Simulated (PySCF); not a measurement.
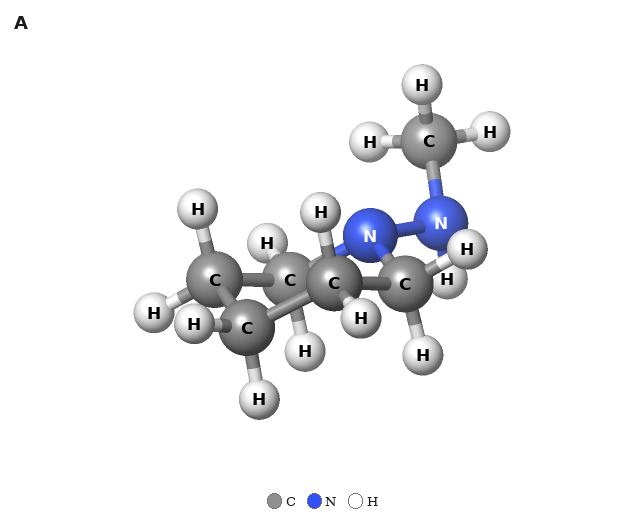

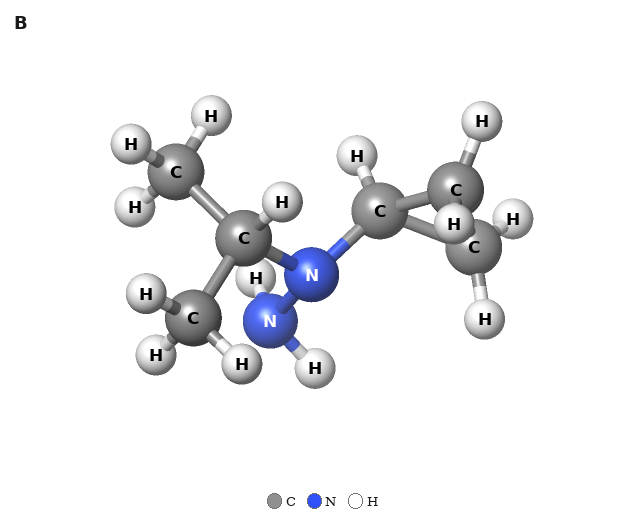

2 stationary structures of one formula. Geometries: GFN2-xTB. Electronic energies: PBE0/pcSseg-1 (PySCF 2.14.0), without zero-point energy. No frequency run is at hand to confirm each as a minimum. Each is one conformer, not always the lowest.

Are they conformers, stereoisomers or constitutional isomers?

Answer. They are constitutional isomers of C6H14N2: A `CNN1CCCCC1`, B `CC(C)N(N)C1CC1`.

Which structure is the most stable?

Answer. A is lowest; B lies 19.8 kcal/mol above it.
